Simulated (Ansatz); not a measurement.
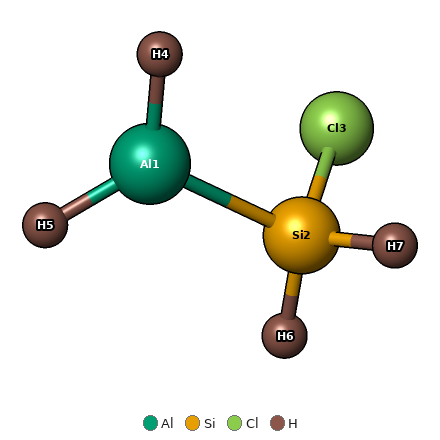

The system is AlClH₄Si (SMILES [AlH2][SiH2]Cl) with the probe Ag+; the picture shows it without the atoms that are moved over the map. The probe is moved over the plane through the molecule's long axis and the normal of its main plane. Coordinates scanned: (1) x of the probe's Ag atom; (2) z of the probe's Ag atom. Nothing is relaxed (molecule and probe rigid). The grid has 23 × 17 points. At 81 points there is no value (left out of the scan, as a rule where atoms come close). Energies: eV, counted from molecule and probe far apart, each relaxed in its own basis (no counterpoise correction). All numbers below come from Ansatz 0.2.0, RHF/def2-SVP.

Range: x of the probe's Ag atom from −6.6 to 6.6 Å; z of the probe's Ag atom from −4.8 to 4.8 Å.

What landscape does the calculation give?

The lowest grid point is at x of the probe's Ag atom = −4.2 Å, z of the probe's Ag atom = 0.6 Å [nearest 1 Cl at 2.59 Å], −0.94 eV from molecule and probe far apart, each relaxed in its own basis (no counterpoise correction). The highest grid point, x of the probe's Ag atom = −0.6 Å, z of the probe's Ag atom = −1.8 Å [nearest 1 H at 1.88 Å], lies 3.95 eV above the lowest.

| z of the probe's Ag atom ↓, x of the probe's Ag atom → | −6.6 | −5.4 | −4.2 | −3.0 | −1.8 | −0.6 | 0.6 | 1.8 | 3.0 | 4.2 | 5.4 | 6.6 |
| --- | --- | --- | --- | --- | --- | --- | --- | --- | --- | --- | --- | --- |
| 4.2 | −0.12 | −0.16 | −0.22 | −0.27 | −0.27 | −0.20 | −0.11 | −0.05 | 0.01 | 0.06 | 0.08 | 0.07 |
| 3.0 | −0.16 | −0.26 | −0.43 | −0.63 | −0.66 | −0.45 | −0.27 | −0.20 | −0.11 | 0.05 | 0.10 | 0.09 |
| 1.8 | −0.21 | −0.39 | −0.78 | −0.40 | – | 2.88 | 1.90 | – | 1.65 | 0.13 | 0.11 | 0.09 |
| 0.6 | −0.25 | −0.50 | −0.94 | – | – | – | – | – | – | 0.49 | −0.01 | 0.05 |
| −0.6 | −0.24 | −0.50 | −0.93 | – | – | – | – | – | – | – | −0.31 | −0.03 |
| −1.8 | −0.21 | −0.38 | −0.76 | −0.38 | – | 3.01 | 2.11 | – | – | – | −0.42 | −0.08 |
| −3.0 | −0.15 | −0.25 | −0.40 | −0.60 | −0.59 | −0.32 | −0.11 | −0.32 | −0.55 | −0.59 | −0.25 | −0.06 |
| −4.2 | −0.11 | −0.15 | −0.20 | −0.24 | −0.22 | −0.13 | −0.05 | −0.10 | −0.20 | −0.18 | −0.09 | −0.03 |

The table holds every second grid line.

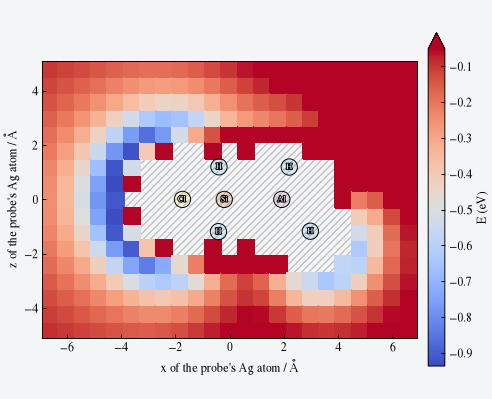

Drawn: one coloured cell a grid point, labelled circles for the molecule's atoms, projected on the plane, one colour for all values above the top of the scale, hatched blanks where no value was computed.

Each point was launched as `ansatz run input.yaml --threads 1 --pin off --max-ram 2560MiB --backend cpu --events-out ev --progress --plain --runs-dir out`. Time for the 310 points that were run: 23 min on 1 thread of Arm Neoverse N1, with other jobs on the host.
